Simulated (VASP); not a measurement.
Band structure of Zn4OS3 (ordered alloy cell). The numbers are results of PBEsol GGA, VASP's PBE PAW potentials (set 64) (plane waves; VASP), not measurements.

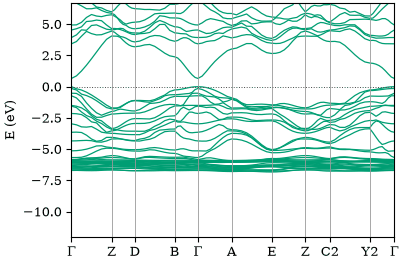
Figure. Bands along high-symmetry lines, zero at the valence-band maximum or, without a gap, the Fermi level

Read the plot: is there a gap, and where are the band edges?

The gap is direct, 0.66 eV, from the valence maximum at Γ to the conduction minimum at Γ. (Edges off the drawn lines would not show.)

The structure was generated: Zn4OS3 was put into an ordered model structure (Pm), which need not be its known phase. It was relaxed first.
